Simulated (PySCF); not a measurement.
Ge(Me)(SH), SMILES [CH3][Ge][SH] (CH4GeS) at its CAM-B3LYP/def2-SVP optimised geometry (Å):

```
7

Ge    -0.5837    -0.5443     0.0000
C     -0.7387     1.4454     0.0000
H     -0.2867     1.8675    -0.9124
H     -0.2132     1.8857     0.8625
H     -1.7949     1.7490     0.0382
S      1.6491    -0.5443     0.0000
H      1.7949    -1.8857    -0.0062
```

Level of theory: CAM-B3LYP/def2-TZVP in PySCF 2.14.0.

Map of the HOMO−1 amplitude (bohr^(-3/2)) on the plane z = 1.2 Å; orbital energy -9.03 eV, overall sign arbitrary:

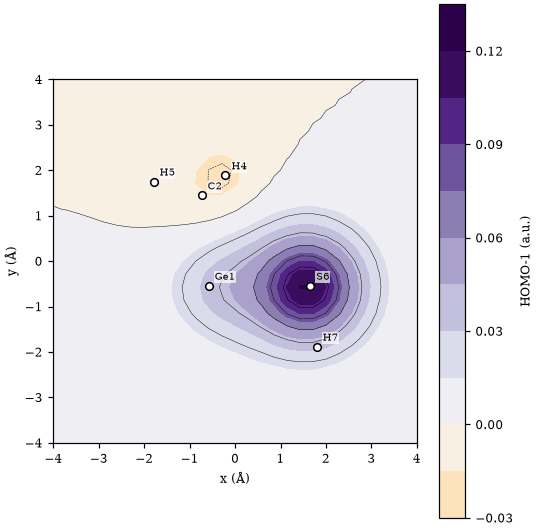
Figure: HOMO−1 amplitude (bohr^(-3/2)) on the plane z = 1.2 Å.
